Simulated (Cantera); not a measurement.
Input: 1 mol SiCl4, 1.1 mol O2, held at 1330 Pa.

Method: chemical equilibrium by Gibbs-energy minimisation in Cantera with the NASA 1993 tables (ideal gas, pure condensed phases). Candidate condensed phases: Si, SiO2; 15 gas species. The tables hold silica as quartz up to 1696 K and as liquid above; real silica turns to tridymite and cristobalite and melts near 1996 K. The numbers say what is thermodynamically allowed, not how fast it happens.

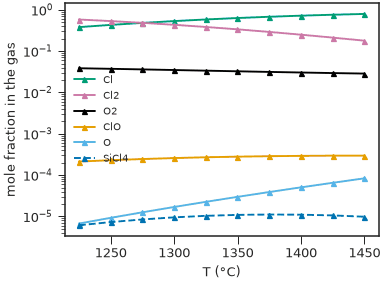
Figure. Equilibrium gas composition (values under 1e-9 drawn at 1e-9)

Question: Read off the mole fractions at 1250 °C.

Answer: Cl2 about 0.53, Cl about 0.43, O2 about 0.037, ClO about 0.00023, O about 9.2e-6, SiCl4 about 7.3e-6.
